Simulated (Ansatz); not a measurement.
**CCSD(T)/cc-pVTZ run of F2 (fluorine)**

What is the electronic atomisation energy of F2 (fluorine) at CCSD(T)/cc-pVTZ? 

Program for the calculation: Ansatz 0.2.0.

**1. Starting point**

F2 has 2 atoms, charge 0, and is taken as a singlet. As SMILES, `FF`. The shape is that of a PBE0-D4/def2-TZVP optimisation.

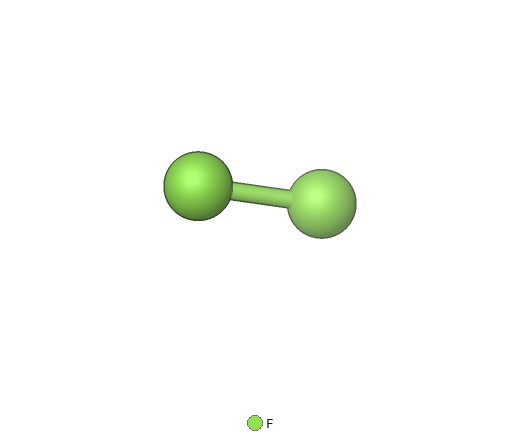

Viewed from a chosen angle; fluorine green.

**2. The energy at CCSD(T)/cc-pVTZ**

File job.yaml:

```yaml
basis:
  gaussian: {orbitals: cc-pVTZ}
crystal:
  periodic: [false, false, false]
  atoms:
    - {symbol: F, position_ang: [-0.583900, 0.212400, -0.295000]}
    - {symbol: F, position_ang: [0.583900, -0.212400, 0.295000]}
accuracy: high
scf: {omitted_lower_state_checks: [cluster_reference, increment]}
correlation: {method: ccsd_t, frozen_orbitals: {F: 1}}
```

Run with:

```bash
$ ansatz run job.yaml --threads 1 --pin off --max-ram 3480MiB --events-out events.jsonl --progress --plain --runs-dir runs
```

The log of the run, cut to the lines that bear on the results:

```text
Warning: RAYON_NUM_THREADS=1 ignored (pool sized by the plan → 1); use --threads N
Functional definition: HF
  name "HF"
[...]
852 factors; integrals over basis functions are off by at most 2.5e-9 eV
[...]
mean field -5408.42664666 eV, -198.7560133014 hartree, gradient 4.5e-8 eV, S^2 0.000000; 0 other end points of the search recorded, 0 dependent functions left out; unrestricted orbitals would lower it
2 core orbitals not correlated: weight in the atoms' cores, before any rotation towards them, 1.000 or more for the frozen orbitals, at most 0.000 for the correlated occupied ones
reference -5408.42664666 eV, -198.7560133014 hartree; 7, 7 occupied and 51, 51 virtual orbitals, 852 factors
second order -14.10330238 eV of doubles, -0.00000000 eV of singles
cycle   1  -13.78892372 eV  change    3.1e-1 eV  update   6.6e-2
[...]
cycle  21  -14.20554077 eV  change  -3.8e-10 eV  update  2.0e-10
perturbative correction -0.46494214 eV, -0.0170863085 hartree
Total energy: -5423.09712956 eV, -199.2951436042 hartree
Checks for a lower state left out: cluster_reference, increment
```

Run time: 1.7 s. Hardware: 1 thread of Intel Xeon Platinum 8488C (Sapphire Rapids), shared host; peak memory 0.19 GiB.

**3. The F atom, same level**

File input.yaml:

```yaml
crystal:
  periodic: [false, false, false]
  atoms:
    - {symbol: F, position_ang: [0.000000, 0.000000, 0.000000]}
basis:
  gaussian: {orbitals: cc-pVTZ}
magnetization: {spin_polarized: true, initial_magnetization: 1}
correlation: {method: ccsd_t, frozen_orbitals: {F: 1}}
accuracy: high
scf: {omitted_lower_state_checks: [cluster_reference, increment]}
```

Run the same way, it converges to -99.62036 Eh (log not shown).

**4. Results**

Level: CCSD(T)/cc-pVTZ, 2 core orbitals frozen.

| quantity | value |
| --- | --- |
| molecule: total energy | -199.29514 Eh |
| molecule: correlation energy (2 core orbitals frozen) | -539.1 mEh |
| molecule: (T) correction | -17.09 mEh |
| molecule: T1 diagnostic | 0.010 |
| F atom: total energy | -99.62036 Eh |
| F atom: correlation energy (1 core orbital frozen) | -214.8 mEh |
| F atom: (T) correction | -3.59 mEh |
| F atom: ⟨S²⟩ | 0.753 |
| F atom: T1 diagnostic | 0.005 |
| electronic atomisation energy | 1.481 eV |

In words: Taking the molecule apart into free atoms costs 1.48 eV (143 kJ/mol), before zero-point energy and without spin-orbit coupling. The restricted solution (molecule) is unstable to spin breaking: an unrestricted one lies lower. The triples (molecule) make up 3.2 % of the correlation energy. The triples (F atom) make up 1.7 % of the correlation energy.
